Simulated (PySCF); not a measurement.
**BHO2 (oxoborinic acid) at PBE/STO-6G**

Aim: the vertical ionisation energy of BHO2 (oxoborinic acid) at PBE/STO-6G, from 2 runs. 

The calculation is run with PySCF 2.14.0.

6 further runs of the same task are left out: 6 set aside as unsound or not needed.

## 1. The system as given

BHO2: 4 atoms, total charge 0, spin state singlet. SMILES: `O=BO`. The shape is that of a PBE0-D4/def2-TZVP optimisation.

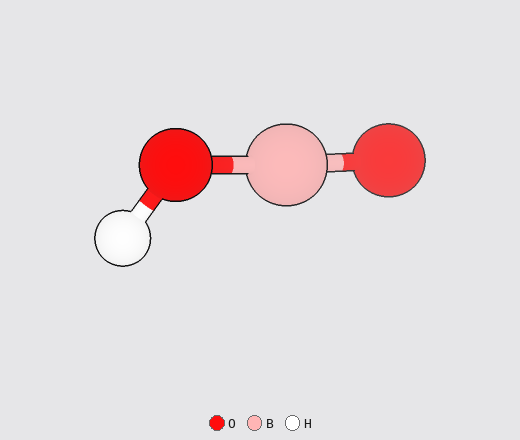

Viewed from a chosen angle; oxygen red, boron pink, hydrogen white.

## 2. The energy at PBE/STO-6G

Contents of calc.py:

```python
from pyscf import gto, dft

system = gto.M(
    atom='O -1.555100 0.523500 0.428500; B -0.423900 0.132000 0.248600; O 0.816700 -0.302000 0.108600; H 1.162300 -0.353500 -0.785700',
    max_memory=1860,
    charge=0,
    verbose=3,
    basis='sto-6g',
)

myscf = dft.RKS(system)
myscf.xc = 'pbe'
myscf.grids.level = 5
myscf.conv_tol = 1e-10
myscf.kernel()
if not myscf.converged:
    myscf = myscf.newton().run(myscf.mo_coeff, myscf.mo_occ)

e_final = myscf.e_tot
print('Final energy', e_final)
```

On the command line:

```sh
$ OMP_NUM_THREADS=1 python calc.py
```

Standard output:

```text
converged SCF energy = -175.052336767897
Final energy -175.0523367678968
```

Wall time 3.6 s (1 thread of Intel Xeon 6975P-C (Granite Rapids), shared host); peak memory 0.18 GiB.

## 3. The doublet cation

Contents of calc.py:

```python
from pyscf import gto, dft

mol = gto.M(
    atom='O -1.555100 0.523500 0.428500; B -0.423900 0.132000 0.248600; O 0.816700 -0.302000 0.108600; H 1.162300 -0.353500 -0.785700',
    charge=1,
    spin=1,
    max_memory=1860,
    verbose=4,
    basis='sto-6g',
)

myscf = dft.UKS(mol)
myscf.xc = 'pbe'
myscf.grids.level = 5
myscf.conv_tol = 1e-10
myscf.kernel()
if not myscf.converged:
    myscf = myscf.newton().run(myscf.mo_coeff, myscf.mo_occ)

energy = myscf.e_tot
print('E = %.10f Eh' % energy)
```

On the command line:

```sh
$ OMP_NUM_THREADS=1 python calc.py
```

Standard output:

```text
PySCF version 2.14.0

[INPUT] num. atoms = 4
[INPUT] num. electrons = 21
[INPUT] charge = 1
[INPUT] spin (= nelec alpha-beta = 2S) = 1
[INPUT] symmetry False subgroup None
[INPUT] Mole.unit = angstrom
[INPUT] Symbol           X                Y                Z      unit          X                Y                Z       unit  Magmom
[INPUT]  1 O     -1.555100000000   0.523500000000   0.428500000000 AA   -2.938713096311   0.989271626210   0.809747644376 Bohr   0.0
[INPUT]  2 B     -0.423900000000   0.132000000000   0.248600000000 AA   -0.801054904203   0.249443848443   0.469785914567 Bohr   0.0
[INPUT]  3 O      0.816700000000  -0.302000000000   0.108600000000 AA    1.543339325932  -0.570697289619   0.205224257128 Bohr   0.0
[INPUT]  4 H      1.162300000000  -0.353500000000  -0.785700000000 AA    2.196428674582  -0.668018185034  -1.484757816071 Bohr   0.0

nuclear repulsion = 54.0055766008979
number of shells = 10
number of NR pGTOs = 96
number of NR cGTOs = 16
basis = sto-6g
ecp = {}

[... 82 lines left out ...]
converged SCF energy = -174.707411250793  <S^2> = 0.75965766  2S+1 = 2.0096345
E = -174.7074112508 Eh
```

Run time: 5.4 s. Hardware: 1 thread of Intel Xeon 6975P-C (Granite Rapids), shared host; peak memory 0.19 GiB.

## 4. Results

Level: PBE/STO-6G.

| quantity | value |
| --- | --- |
| singlet BHO2: total energy | -175.05234 Eh |
| singlet BHO2: dipole moment | 2.70 D |
| singlet BHO2: HOMO energy | -3.96 eV |
| singlet BHO2: LUMO energy | 3.95 eV |
| singlet BHO2: HOMO–LUMO gap | 7.91 eV |
| doublet cation: total energy | -174.70741 Eh |
| doublet cation: HOMO energy (highest over α and β) | -15.64 eV |
| doublet cation: LUMO energy (lowest over α and β) | -14.74 eV |
| doublet cation: ⟨S²⟩ | 0.760 |
| vertical ionisation energy (to the doublet cation) | 9.386 eV |

In words: Removing an electron at fixed nuclei costs 9.39 eV (216 kcal/mol). −ε(HOMO) before ionisation, 3.96 eV, is 5.43 eV below this ionisation energy. In a minimal basis such a difference can be off by several eV, whatever the method.
